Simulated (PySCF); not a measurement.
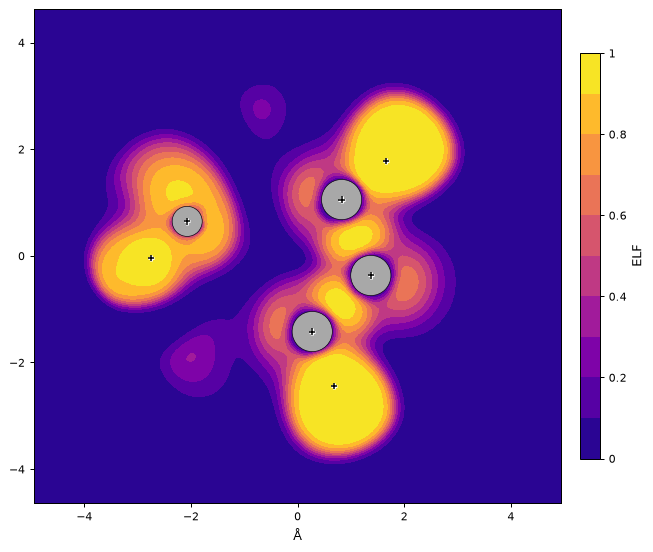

The ELF on a plane through atoms (crosses mark nuclei in the plane; grey discs cover the cores).

All numbers below come from PySCF, PBE0/pcSseg-1, SCF density, gas phase, non-relativistic.

Candidates:
A. C5H10OS (SMILES O[C@H]1CCCCS1)
B. C4H10 (SMILES CCCC)

> Which candidate gave the map?

Candidate A: C5H10OS on the plane of atoms C4, C5 and C6, which holds O, C and H. C–C (1.53 Å): the ELF peaks at about 0.95 between the atoms, as expected for localised, covalent bonding. O–H (0.96 Å): the ELF climbs to about 1 towards the hydrogen, as it does in any bond to H (a covalent bond by its length).
